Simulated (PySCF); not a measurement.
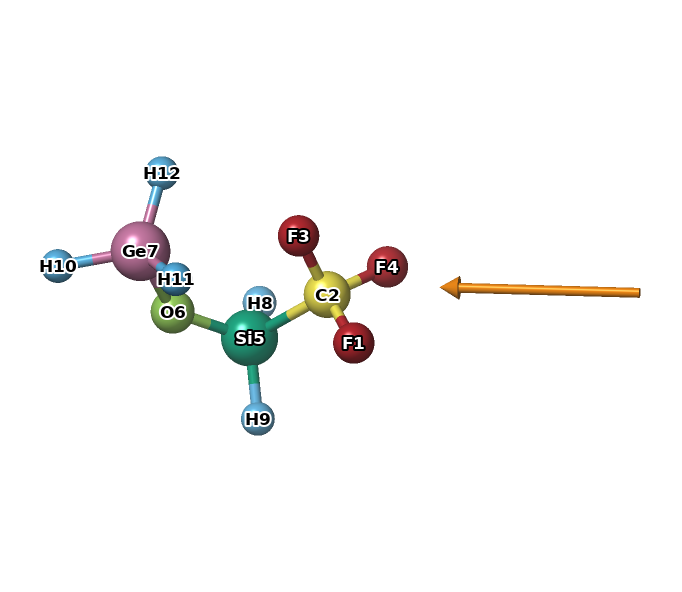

The arrow beside the molecule shows the direction of the dipole moment, from the negative to the positive end (its length means nothing). The computed structure is the end point of a GFN2-xTB optimisation. No frequency run is at hand to confirm it as a minimum. Method: PBE0/pcSseg-1, gas phase (PySCF 2.14.0).

### Estimate the dipole moment.

1.72 D; it points from the side of F4 to the side of H10 (the outermost atoms at the two ends).

The geometry is semi-empirical. Around Ge, Si such bond lengths and angles can be off by a tenth of an ångström or more and by several degrees, and values that hang on the shape move with them.
